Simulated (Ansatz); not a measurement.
Process, species as SMILES: C#C (C2H2) → 2 C atom + 2 H atom
B3LYP-D3(BJ)/def2-TZVP geometries, fixed; electronic energies without zero-point terms.

Basis-set convergence of the atomisation energy at B3LYP with Ansatz (an electronic-structure program). Cartesian d functions, on some or all atoms, in 6-31G**; all else is spherical. The program fits the integrals of some runs and decomposes those of others, by size. Open shells are unrestricted. No added dispersion term, no relativity. Functions are those of the species that has most. Reference: the value in aug-pcseg-3, 403.73 kcal/mol, itself unsure by roughly 0.11 kcal/mol (its mean distance from aug-cc-pVQZ, cc-pV5Z, def2-QZVPPD). Deviations are taken from unrounded values.

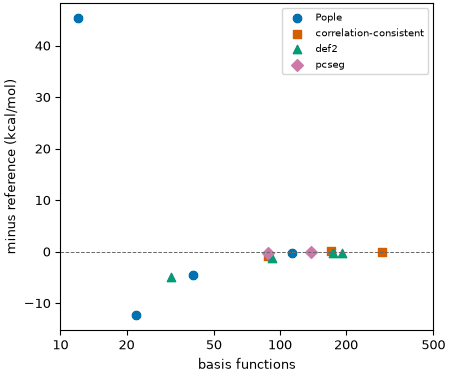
Figure: Deviation from the reference against the number of basis functions, by family of sets.

| basis | functions | atomisation energy (kcal/mol) | minus reference (kcal/mol) |
|---|---|---|---|
| STO-3G | 12 | 449.09 | 45.36 |
| 6-31G | 22 | 391.39 | -12.34 |
| def2-SV(P) | 32 | 398.72 | -5.01 |
| 6-31G** | 40 | 399.28 | -4.44 |
| cc-pVTZ | 88 | 402.92 | -0.81 |
| pcseg-2 | 88 | 403.56 | -0.16 |
| def2-TZVPD | 92 | 402.54 | -1.18 |
| 6-311++G(3df,3pd) | 114 | 403.41 | -0.31 |
| aug-pcseg-2 | 138 | 403.63 | -0.10 |
| cc-pVQZ | 170 | 403.77 | 0.04 |
| def2-QZVPP | 174 | 403.45 | -0.28 |
| def2-QZVPPD | 192 | 403.44 | -0.28 |
| cc-pV5Z | 292 | 403.74 | 0.01 |
